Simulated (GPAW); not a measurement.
# BaMnO3 (P6_3mc): the O K absorption edge

What does one-electron theory with a core hole give for the O K edge of BaMnO3 (P6_3mc)?

Program: GPAW 26.7.0. Level of theory: X-ray absorption from dipole matrix elements to empty bands, plane-wave PAW LDA+U. Results are calculated unless marked as measured.

### 1. The structure

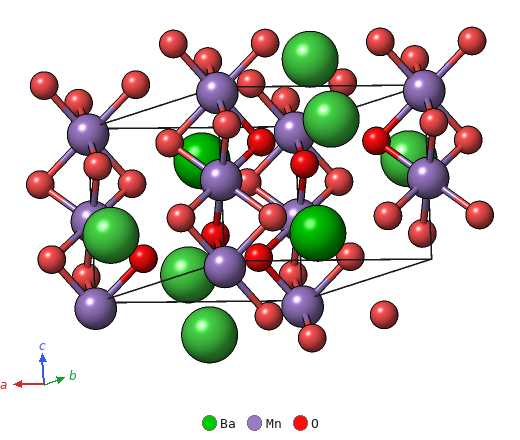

The starting structure, seen from a free direction (barium green, manganese light purple, oxygen red). Some periodic images of atoms are drawn too.

Structure file:

```xyz
10
Lattice="5.7213 0.0000 0.0000 -2.8607 4.9548 0.0000 0.0000 0.0000 4.8819" Properties=species:S:1:pos:R:3 pbc="T T T"
Ba    0.0000    3.3032    1.1318
Ba    2.8607    1.6516    3.5727
Mn    0.0000    0.0000    4.7171
Mn    0.0000    0.0000    2.2761
O     1.2679    0.7320    1.0546
O     2.8607    3.4908    1.0546
O     4.4534    0.7320    1.0546
O     1.5928    4.2228    3.4955
O     0.0000    1.4640    3.4955
O    -1.5928    4.2228    3.4955
```

### 2. The field without a hole

The ground state comes first: it tells whether the system has a gap, which decides how the excited electron is treated.

scf.py reads:

```python
import numpy as np
from ase import Atoms
from ase.parallel import parprint, paropen
from gpaw import GPAW, PW, FermiDirac, Mixer, MixerDif, setup_paths
from gpaw.test import gen
setup_paths.insert(0, '.')
gen('O', name='nch1s', xcname='LDA', corehole=(1, 0, 0), write_xml=True)
from gpaw.mpi import world
world.barrier()

atoms = Atoms('Ba2Mn2O6',
    cell=[[5.72130856, 0, 0],
     [-2.86065428, 4.95479855, 0],
     [0, 0, 4.88190519]],
    scaled_positions=[[0.33333333, 0.66666667, 0.23182776],
     [0.66666667, 0.33333333, 0.73182776],
     [0, 0, 0.96623394],
     [0, 0, 0.46623394],
     [0.29547812, 0.14773906, 0.21601812],
     [0.85226094, 0.70452188, 0.21601812],
     [0.85226094, 0.14773906, 0.21601812],
     [0.70452188, 0.85226094, 0.71601812],
     [0.14773906, 0.29547812, 0.71601812],
     [0.14773906, 0.85226094, 0.71601812]],
    magmoms=[0.0, 0.0, 4.0, 4.0, 0.0, 0.0, 0.0, 0.0, 0.0, 0.0],
    pbc=True)
atoms.calc = calc = GPAW(legacy_gpaw=True, mode=PW(500, force_complex_dtype=True), xc='LDA', setups={'Mn': ':d,3.9', 4: 'nch1s'},
    kpts={'size': (3, 3, 3), 'gamma': True}, occupations=FermiDirac(0.05),
    charge=0, mixer=MixerDif(0.05, 8, 50), maxiter=150,
    convergence={'density': 0.0001, 'eigenstates': 1e-6}, txt='scf.txt')
energy = atoms.get_potential_energy() + calc.get_reference_energy()
ef = calc.get_fermi_level()
out = dict(energy=energy, fermi=ef, forces=atoms.get_forces().tolist(), magmoms=atoms.get_magnetic_moments().tolist())
parprint(f'all-electron energy {energy:.4f} eV, Fermi level {ef:.4f} eV')
ev = np.array([[calc.get_eigenvalues(k, s) for k in range(len(calc.get_ibz_k_points()))] for s in range(calc.get_number_of_spins())])
out['homo'], out['lumo'], out['counts'] = ev[ev < ef].max(), ev[ev > ef].min(), sorted(set((ev < ef).sum((0, 2)).tolist()))
out['filled'] = (ev[:, 0] < ef).sum(1).tolist()
import json
with paropen('out.json', 'w') as f:
    json.dump(out, f)
```

Started as:

```bash
> OMP_NUM_THREADS=1 mpirun -n 4 gpaw python scf.py
```

Numbers of over 12 decimals in the logs are rounded to 6 here.

What it wrote:

```text
Input parameters:
  convergence: {density: 0.0001,
                eigenstates: 1e-06}
  kpts: {gamma: True,
         size: (3, 3, 3)}
  maxiter: 150
  mixer: {backend: pulay,
          beta: 0.05,
          method: difference,
          nmaxold: 8,
          weight: 50}
  mode: {ecut: 500.0,
         force_complex_dtype: True,
         name: pw}
  occupations: {fixmagmom: False,
                name: fermi-dirac,
                width: 0.05}
  setups: {4: nch1s,
           Mn: :d,3.9}

Initialize ...

[... PAW data sets ...]

Reference energy: -517293.939463  # eV

Spin-polarized calculation.
Initial magnetic moment: 8.000000

[... convergence settings ...]
Symmetries present (total): 1
  [... symmetry matrices ...]

27 k-points: 3 x 3 x 3 Monkhorst-Pack grid
14 k-points in the irreducible part of the Brillouin zone
       k-points in crystal coordinates                weights
   0:     0.00000000    0.00000000    0.00000000          1/27
   1:     0.00000000    0.00000000    0.33333333          2/27
   2:     0.00000000    0.33333333   -0.33333333          2/27
   3:     0.00000000    0.33333333    0.00000000          2/27
   4:     0.00000000    0.33333333    0.33333333          2/27
   5:     0.33333333   -0.33333333   -0.33333333          2/27
   6:     0.33333333   -0.33333333    0.00000000          2/27
   7:     0.33333333   -0.33333333    0.33333333          2/27
   8:     0.33333333    0.00000000   -0.33333333          2/27
   9:     0.33333333    0.00000000    0.00000000          2/27
          ...
  13:     0.33333333    0.33333333    0.33333333          2/27

Wave functions: Plane wave expansion
  Cutoff energy: 500.000 eV
  Number of coefficients (min, max): 3483, 3540
  Pulay-stress correction: 0.000000 eV/Ang^3 (de/decut=0.000000)
  Using FFTW library
  Wavefunction extrapolation:
    Improved wavefunction reuse through dual PAW basis

Occupation numbers: Fermi-Dirac:
  width: 0.0500  # eV

Eigensolver
   Davidson(niter=2)

Densities:
  Coarse grid: 30*30*27 grid
  Fine grid: 60*60*54 grid
  Total Charge: 0.000000

Density mixing:
  Method: difference
  Backend: pulay
  Linear mixing parameter: 0.05
  old densities: 8
  Width of damping distribution: 1.1
  Damping of long wavelength oscillations: 50

[... Hamiltonian set-up ...]
Number of atoms: 10
Number of atomic orbitals: 60
Number of bands in calculation: 60
Number of valence electrons: 86
Bands to converge: occupied

... initialized

Initializing position-dependent things.

Density initialized from atomic densities
Creating initial wave functions:
  60 bands from LCAO basis set

          O       O
           Mn      Ba
            O
             Ba     O
           Mn
               O       O

Atomic positions and initial magnetic moments

Positions:
   0 Ba    -0.000000    3.303199    1.131761    ( 0.0000,  0.0000,  0.0000)
   1 Ba     2.860654    1.651600    3.572714    ( 0.0000,  0.0000,  0.0000)
   2 Mn     0.000000    0.000000    4.717062    ( 0.0000,  0.0000,  4.0000)
   3 Mn     0.000000    0.000000    2.276110    ( 0.0000,  0.0000,  4.0000)
   4 O      1.267891    0.732017    1.054580    ( 0.0000,  0.0000,  0.0000)
   5 O      2.860654    3.490764    1.054580    ( 0.0000,  0.0000,  0.0000)
   6 O      4.453417    0.732017    1.054580    ( 0.0000,  0.0000,  0.0000)
   7 O      1.592763    4.222781    3.495533    ( 0.0000,  0.0000,  0.0000)
   8 O      0.000000    1.464035    3.495533    ( 0.0000,  0.0000,  0.0000)
   9 O     -1.592763    4.222781    3.495533    ( 0.0000,  0.0000,  0.0000)

Unit cell:
           periodic     x           y           z      points  spacing
  1. axis:    yes    5.721309    0.000000    0.000000    30     0.1652
  2. axis:    yes   -2.860654    4.954799    0.000000    30     0.1652
  3. axis:    yes    0.000000    0.000000    4.881905    27     0.1808

  Lengths:   5.721309   5.721309   4.881905
  Angles:   90.000000  90.000000 120.000000

Effective grid spacing dv^(1/3) = 0.1786

iter:   1   -81.881154                   +8.0261
iter:   2   -81.339183   -1.08  -1.07    +6.6078
iter:   3   -78.106980   -0.84  -1.14    +6.0416
iter:   4   -78.127982   -2.07  -1.46    +6.0532
iter:   5   -78.317938   -1.76  -1.46    +6.0202
iter:   6   -77.759969   -1.22  -1.35    +6.0103
iter:   7   -78.532771   -1.56  -1.81    +6.0031
iter:   8   -77.579049   -2.11  -1.69    +6.0033
iter:   9   -77.481609   -2.48  -2.18    +6.0010
iter:  10   -77.482103   -3.75  -2.72    +5.9999
iter:  11   -77.481258c  -4.03  -2.87    +6.0003
iter:  12   -77.481735c  -4.66  -3.26    +6.0001
iter:  13   -77.482003c  -5.30  -3.56    +6.0000
iter:  14   -77.482047c  -5.45  -3.59    +6.0000
iter:  15   -77.482310c  -4.75  -3.48    +6.0000
iter:  16   -77.481990c  -5.12  -3.47    +6.0000
iter:  17   -77.481975c  -6.03c -4.01c   +6.0000

Converged after 17 iterations.

Dipole moment: (0.000290, -0.000169, 2.207619) |e|*Ang

Total magnetic moment: (0.000000, 0.000000, 5.999998)
Local magnetic moments:
   0 Ba ( 0.000000,  0.000000,  0.001547)
   1 Ba ( 0.000000,  0.000000,  0.001546)
   2 Mn ( 0.000000,  0.000000,  2.990005)
   3 Mn ( 0.000000,  0.000000,  2.990011)
   4 O  ( 0.000000,  0.000000, -0.018843)
   5 O  ( 0.000000,  0.000000, -0.018745)
   6 O  ( 0.000000,  0.000000, -0.018842)
   7 O  ( 0.000000,  0.000000, -0.018849)
   8 O  ( 0.000000,  0.000000, -0.018752)
   9 O  ( 0.000000,  0.000000, -0.018849)

Energy contributions relative to reference atoms: (reference = -517293.939463)

Kinetic:        +51.169770
Potential:      -48.724056
External:        +0.000000
XC:             -79.986915
Entropy (-ST):   -0.000000
Local:           +0.059225
SIC:             +0.000000
--------------------------
Free energy:    -77.481975
Extrapolated:   -77.481975

Spin contamination: 0.365244 electrons
Showing only first 2 kpts
                      Up                     Down
 Kpt  Band  Eigenvalues  Occupancy  Eigenvalues  Occupancy
  0    41      5.60224    1.00000      8.99904    0.00000
  0    42      5.60233    1.00000      8.99950    0.00000
  0    43      5.97859    1.00000      9.83934    0.00000
  0    44      5.97992    1.00000      9.83968    0.00000

  1    41      5.71174    1.00000      9.51419    0.00000
  1    42      5.71179    1.00000      9.51472    0.00000
  1    43      5.74340    1.00000      9.82046    0.00000
  1    44      5.85656    1.00000      9.82088    0.00000

Fermi level: 6.94522

Gap: 1.723 eV
Transition (v -> c):
  (s=1, k=0, n=39, [0.00, 0.00, 0.00]) -> (s=1, k=0, n=40, [0.00, 0.00, 0.00])
No difference between direct/indirect transitions

Forces in eV/Ang:
  0 Ba   -0.00004   -0.00040    0.03827
  1 Ba   -0.00001    0.00045    0.03946
  2 Mn    0.00003   -0.00006    0.01663
  3 Mn    0.00003   -0.00000    0.01960
  4 O    -0.15302   -0.08671   -0.01665
  5 O    -0.00027    0.17899   -0.01661
  6 O     0.15363   -0.08738   -0.01664
  7 O     0.15423    0.08738   -0.02010
  8 O     0.00029   -0.18035   -0.02008
  9 O    -0.15486    0.08808   -0.02009
Scalar-relativistic atomic LDA calculation for O (Oxygen, Z=8)
Core hole in 1s state (1s occupation: 2.0)
300 radial gridpoints.
|------------------------------------------------|
|------------------------------------------------|
[... the atom generator's iteration count ...]

Energy contributions:
-------------------------
Kinetic:      +74.266897
XC:            -7.772280
Potential:   -141.018865
-------------------------
Total:        -74.524248

state      eigenvalue         ekin         rmax
-----------------------------------------------
1s^2.0 :   -18.772897    28.821965        0.130
2s^2.0 :    -0.872866     3.204810        0.874
2p^4.0 :    -0.337925     2.553337        0.813
-----------------------------------------------
(units: Bohr and Hartree)

Generating PAW setup
Kinetic energy of the core from tauc = 57.689706
Cutoffs:
rc(s)=1.300
rc(p)=1.130
rc(d)=1.170
rc(vbar)=1.300
rc(comp)=1.260
rc(nct)=1.300

Kinetic energy of the core states: 57.643930
Charge: 0.0
Core electrons: 2.0
Valence electrons: 6.0
Pseudo-core charge: 0.000776
Shape function alpha=6.299
Pseudo-electron charge 5.666261
state    eigenvalue         norm
--------------------------------
2s(2) :    -0.872866     1.079797
*s    :     0.127134
2p(4) :    -0.337925     0.876472
*p    :     0.662075
*d    :     0.000000
--------------------------------

Diagonalizing with gridspacing h=0.050

state   all-electron     PAW
-------------------------------
2s:      -0.872866    -0.873954
2p:      -0.337925    -0.341740
*d:                    0.050276
*f:                    0.077289
-------------------------------
all-electron energy -517371.4214 eV, Fermi level 6.9452 eV
```

Run time: 30 s. Hardware: 4 MPI ranks of AMD EPYC 9R14 (Zen 4), shared host; peak memory 0.35 GiB; 2 min of CPU time.

The mesh shows a gap of 1.72 eV, so the hole is first treated in a charged cell, without the excited electron.

Site moments (μB): 0.00, 0.00, 2.99, 2.99, -0.02, -0.02, -0.02, -0.02, -0.02, -0.02.

### 3. Spectrum without a core hole, O atom 5

This cheap baseline ignores the attraction of the hole: it shows the absorber's empty states as they are in the ground state. The data set with a hole of occupation 0 only carries the core orbital.

The absorber has 2 Mn at 1.91 Å (bent, 80°, site symmetry m).

xas.py reads:

```python
import numpy as np
from ase import Atoms
from ase.parallel import parprint, paropen
from gpaw import GPAW, PW, FermiDirac, Mixer, MixerDif, setup_paths
from gpaw.test import gen
setup_paths.insert(0, '.')
gen('O', name='nch1s', xcname='LDA', corehole=(1, 0, 0), write_xml=True)
from gpaw.mpi import world
world.barrier()

atoms = Atoms('Ba2Mn2O6',
    cell=[[5.72130856, 0, 0],
     [-2.86065428, 4.95479855, 0],
     [0, 0, 4.88190519]],
    scaled_positions=[[0.33333333, 0.66666667, 0.23182776],
     [0.66666667, 0.33333333, 0.73182776],
     [0, 0, 0.96623394],
     [0, 0, 0.46623394],
     [0.29547812, 0.14773906, 0.21601812],
     [0.85226094, 0.70452188, 0.21601812],
     [0.85226094, 0.14773906, 0.21601812],
     [0.70452188, 0.85226094, 0.71601812],
     [0.14773906, 0.29547812, 0.71601812],
     [0.14773906, 0.85226094, 0.71601812]],
    magmoms=[0.0, 0.0, 4.0, 4.0, 0.0, 0.0, 0.0, 0.0, 0.0, 0.0],
    pbc=True)
atoms.calc = calc = GPAW(legacy_gpaw=True, mode=PW(500, force_complex_dtype=True), xc='LDA', setups={'Mn': ':d,3.9', 4: 'nch1s'},
    kpts={'size': (3, 3, 3), 'gamma': True}, occupations=FermiDirac(0.02),
    charge=0, mixer=MixerDif(0.05, 8, 50), maxiter=150,
    convergence={'density': 0.0001, 'eigenstates': 1e-6}, txt='scf.txt')
energy = atoms.get_potential_energy() + calc.get_reference_energy()
ef = calc.get_fermi_level()
out = dict(energy=energy, fermi=ef, forces=atoms.get_forces().tolist(), magmoms=atoms.get_magnetic_moments().tolist())
parprint(f'all-electron energy {energy:.4f} eV, Fermi level {ef:.4f} eV')
ev = np.array([[calc.get_eigenvalues(k, s) for k in range(len(calc.get_ibz_k_points()))] for s in range(calc.get_number_of_spins())])
out['homo'], out['lumo'], out['counts'] = ev[ev < ef].max(), ev[ev > ef].min(), sorted(set((ev < ef).sum((0, 2)).tolist()))
out['filled'] = (ev[:, 0] < ef).sum(1).tolist()

from ase.units import Ha
from gpaw.xas import dipole_matrix_elements
nb = int(calc.get_number_of_electrons() / 2) + 95
top, nb = nb, nb + 8 + nb // 12
nscf = calc.fixed_density(kpts={'size': (3, 3, 3), 'gamma': True}, nbands=nb,
    convergence={'bands': top, 'eigenstates': 5e-3}, maxiter=60, txt='nscf.txt')
cell = atoms.cell.array
ops = [cell.T @ U.T @ np.linalg.inv(cell.T) for U in nscf.wfs.kd.symmetry.op_scc]
filled = [46, 40]  # bands filled in the ground state, by spin
E = np.arange(-25, 34, 0.1)
fwhm = np.interp(E, [4, 25], [0.9, 3.5])
Y, X, zero, highest = 0, 0, 1e9, 1e9
for spin in range(nscf.get_number_of_spins()):
    wfs = nscf.wfs
    mine = wfs.bd.get_slice()  # this rank's bands
    A = dipole_matrix_elements(wfs.setups[4])
    eps = np.zeros((wfs.kd.nibzkpts, nb))
    d = np.zeros((3, A.shape[1], wfs.kd.nibzkpts, nb), complex)
    for kpt in wfs.kpt_u:
        if kpt.s == spin and 4 in kpt.P_ani:
            eps[kpt.k, mine] = kpt.eps_n * Ha
            d[:, :, kpt.k, mine] = (kpt.weight * wfs.nspins / 2) ** 0.5 * np.inner(A, kpt.P_ani[4])
    world.sum(eps)
    world.sum(d)
    T = np.einsum('amkn,bmkn->abkn', d, d.conj()).real
    T = sum(np.einsum('ai,ijkn,bj->abkn', R, T, R) for R in ops) / len(ops)
    empty = np.ones_like(eps, bool) & (np.arange(nb) >= filled[spin])
    zero, highest = min(zero, eps[empty].min()), min(highest, eps[:, top - 1].min())
    lines = [(eps, T, empty)] if spin == 0 else lines + [(eps, T, empty)]
for eps, T, empty in lines:
    f = np.einsum('aakn->akn', T).reshape(3, -1)
    x = eps.ravel() - zero
    w = np.interp(x, E, fwhm) / 2.35482
    g = np.exp(-0.5 * ((E[:, None] - x) / w) ** 2) / (w * (2 * np.pi) ** 0.5)
    Y = Y + (f * empty.ravel()) @ g.T
    X = X + (f * ~empty.ravel()) @ g.T
out.update(E=E.round(2).tolist(), xas=Y.tolist(), xes=X.tolist(), zero=zero, valid=highest - zero, nk=len(eps), nb=nb)
for i in range(0, len(E), 10):
    parprint(f'{E[i]:7.2f}', *(f'{v:10.3e}' for v in Y[:, i]))
import json
with paropen('out.json', 'w') as f:
    json.dump(out, f)
```

Started as:

```bash
> OMP_NUM_THREADS=1 mpirun -n 4 gpaw python xas.py
```

What it wrote:

```text
Input parameters:
  convergence: {density: 0.0001,
                eigenstates: 1e-06}
  kpts: {gamma: True,
         size: (3, 3, 3)}
  maxiter: 150
  mixer: {backend: pulay,
          beta: 0.05,
          method: difference,
          nmaxold: 8,
          weight: 50}
  mode: {ecut: 500.0,
         force_complex_dtype: True,
         name: pw}
  occupations: {fixmagmom: False,
                name: fermi-dirac,
[...]
2s:      -0.872866    -0.873954
2p:      -0.337925    -0.341740
*d:                    0.050276
*f:                    0.077289
-------------------------------
all-electron energy -517371.4214 eV, Fermi level 7.1197 eV
 -25.00 5.188e-252 5.032e-252 1.915e-252
 -24.00 2.940e-242 2.854e-242 1.126e-242
 -23.00 1.061e-232 1.031e-232 4.229e-233
 -22.00 2.441e-223 2.373e-223 1.015e-223
[...]
32.00  1.150e-04  1.269e-04  1.497e-04
  33.00  1.060e-04  1.126e-04  1.689e-04
[key lines of the parts left out:]
Converged after 17 iterations.
Dipole moment: (0.000290, -0.000169, 2.207619) |e|*Ang
Free energy:    -77.481975
Fermi level: 7.11974
```

Wall time 64 s (4 MPI ranks); peak memory 0.51 GiB.

The O K spectrum, O atom 5, no core hole (energy from the lowest empty level; intensity scaled to a mean of 1 over the first 20 eV; polarised curves are means over the symmetry-equivalent atoms):

| E (eV) | isotropic | ε ⊥ c | ε ∥ c |
| --- | --- | --- | --- |
| -2.0 | 0.00 | 0.00 | 0.00 |
| -0.5 | 0.01 | 0.02 | 0.01 |
| 1.0 | 2.24 | 1.73 | 3.26 |
| 2.5 | 0.73 | 0.67 | 0.86 |
| 4.0 | 0.60 | 0.49 | 0.82 |
| 5.5 | 1.46 | 1.63 | 1.12 |
| 7.0 | 1.01 | 1.12 | 0.79 |
| 8.5 | 0.35 | 0.37 | 0.32 |
| 10.0 | 0.61 | 0.63 | 0.57 |
| 11.5 | 1.17 | 1.02 | 1.46 |
| 13.0 | 1.42 | 1.13 | 2.00 |
| 14.5 | 1.11 | 1.00 | 1.33 |
| 16.0 | 1.02 | 1.10 | 0.87 |
| 17.5 | 1.02 | 1.21 | 0.63 |
| 19.0 | 0.81 | 0.94 | 0.57 |
| 20.5 | 0.53 | 0.57 | 0.44 |
| 22.0 | 0.42 | 0.43 | 0.38 |
| 23.5 | 0.40 | 0.44 | 0.33 |
| 25.0 | 0.46 | 0.47 | 0.42 |
| 26.5 | 0.54 | 0.53 | 0.56 |
| 28.0 | 0.64 | 0.67 | 0.57 |
| 29.5 | 0.69 | 0.77 | 0.55 |
| 31.0 | 0.70 | 0.72 | 0.66 |

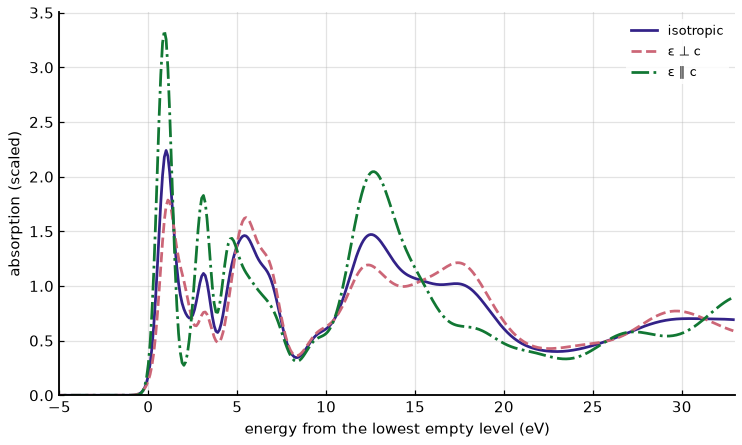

The O K edge, O atom 5, no core hole: main maxima at 1.0, 5.4 and 12.5 eV.

Main maxima below 24 eV (height): 1.0 eV (2.24), 3.1 eV (1.12), 5.4 eV (1.46) and 12.5 eV (1.47). A K edge sees empty p states; the first features are O p mixed into the empty d states of the Mn neighbours, and the broad ones above probably into the cations' higher empty bands.

The same matrix elements for filled bands give the O K emission of O atom 5 (ground-state approximation; energy from the lowest empty level, largest value 1):

| E (eV) | emission |
| --- | --- |
| -24.0 | 0.00 |
| -22.5 | 0.00 |
| -21.0 | 0.00 |
| -19.5 | 0.00 |
| -18.0 | 0.01 |
| -16.5 | 0.00 |
| -15.0 | 0.00 |
| -13.5 | 0.00 |
| -12.0 | 0.01 |
| -10.5 | 0.00 |
| -9.0 | 0.00 |
| -7.5 | 0.06 |
| -6.0 | 0.34 |
| -4.5 | 0.60 |
| -3.0 | 0.75 |
| -1.5 | 0.17 |
| 0.0 | 0.00 |
| 1.5 | 0.00 |
| 3.0 | 0.00 |

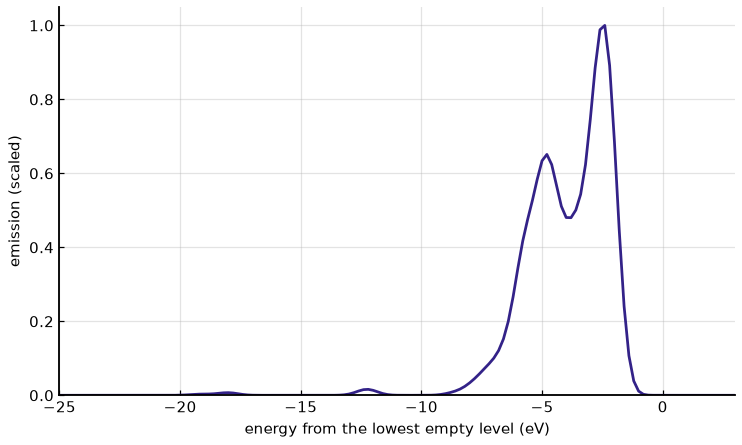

X-ray emission from the filled bands.

Emission maxima: -4.8 eV (0.65) and -2.4 eV (1.00).

[end of part 1 of 3]

[Banner, clock and machine lines of the logs are left out without a mark of their own.]

[Logs are printed without paths, hosts, clocks, repeated set-up lines and the standing remarks that a program may print on its own settings, such as how far it seeks lower states.]

[Hosts, paths, dates, database ids (printed as entryN), source tags and the programs' standing remarks are cut or masked in the printed files.]

[Lists of maxima count a maximum above −3 eV only where it reaches 4 % of the highest in the window and stands out from its surroundings by 2 % of it (1.5 % where it reaches 55 %); shoulders and weaker maxima are passed over, and of the rest the first, up to two pre-edge ones and the few strongest are named.]
